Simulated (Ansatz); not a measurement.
**SnH2Cl2: single-point calculation**

- system: SnH2Cl2
- method: RHF-MP2, frozen core/def2-QZVPP (Ansatz 0.2.0)

The geometry comes from this level: PBE0-D4/def2-TZVP.

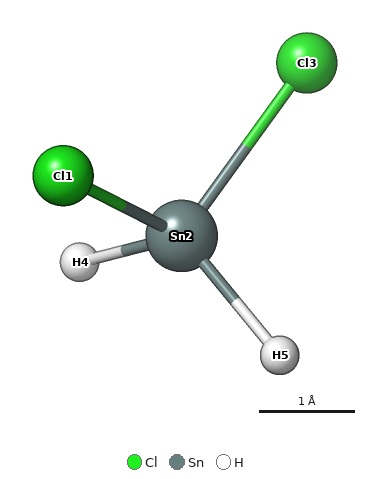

Fig. 1: The input geometry (ball-and-stick view, seen at a tilt; atoms are numbered from 1 in the order of the input). Sticks mark near contacts. Bond lengths as drawn: Cl–Sn 2.32 Å and H–Sn 1.70 Å.

Key numbers

| quantity | value |
| --- | --- |
| outcome | converged |
| total energy | −30874.2523 eV |
| mean-field energy | −30848.3154 eV |
| SCF solution under orbital rotations | stable |
| hardware | 2 CPU threads, shared host |
| wall time | 8 s (CPU time 15 s) |
| peak memory | 0.85 GiB |

The input
```yaml
crystal:
  periodic: [false, false, false]
  atoms:
    - {symbol: Cl, position_ang: [-1.795273, -0.326183, 1.206485]}
    - {symbol: Sn, position_ang: [0.192391, -0.102919, 0.038596]}
    - {symbol: Cl, position_ang: [-0.250419, 1.295513, -1.753868]}
    - {symbol: H, position_ang: [0.602165, -1.626263, -0.582063]}
    - {symbol: H, position_ang: [1.301036, 0.686252, 1.049448]}
basis:
  gaussian: {orbitals: "def2-QZVPP.json"}
correlation: {method: mp2}
```

What the program printed
```
Functional definition: HF
  name "HF"
  cite "Fock, Z. Phys. 61, 126 (1930) doi:10.1007/BF01340294"
  parent pbe
  exchange = exact_x
  correlation = 0
1694 factors; integrals over basis functions are off by at most 7.3e-4 eV
mean field evaluation 1: about -30846.9425 eV, gradient 2.0e1 eV
mean field evaluation 2: about -30847.0207 eV, gradient 2.0e1 eV
mean field evaluation 4: about -30848.2966 eV, gradient 1.9e0 eV
mean field evaluation 8: about -30848.3152 eV, gradient 1.7e-1 eV
mean field -30848.31536112 eV, -1133.6546797819 hartree, gradient 2.5e-6 eV, S^2 0.000000; 0 other end points of the search recorded, 0 dependent functions left out
14 core orbitals not correlated: weight in the atoms' cores, before any rotation towards them, 1.000 or more for the frozen orbitals, at most 0.000 for the correlated occupied ones
reference -30848.31536112 eV, -1133.6546797819 hartree; 15, 15 occupied and 253, 253 virtual orbitals, 1694 factors
second order -25.93694107 eV of doubles, -0.00000000 eV of singles
Total energy: -30874.25230219 eV, -1134.6078447857 hartree
```
